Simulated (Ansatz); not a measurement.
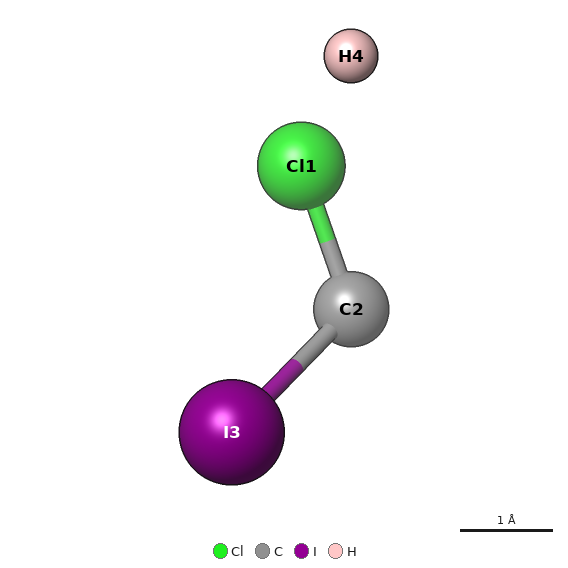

Orthographic view. Distant atoms are faded towards the background colour. The species has charge −1 and is a spin singlet. Computed geometry: PBE0-D4/def2-TZVPD optimisation. No frequency run is at hand to confirm it as a minimum.

List all interatomic distances (Å) as a matrix.

| atom | Cl1 | C2 | I3 | H4 |
| --- | --- | --- | --- | --- |
| Cl1 | 0.00 |  |  |  |
| C2 | 1.66 | 0.00 |  |  |
| I3 | 3.22 | 2.29 | 0.00 |  |
| H4 | 1.76 | 3.06 | 4.31 | 0.00 |
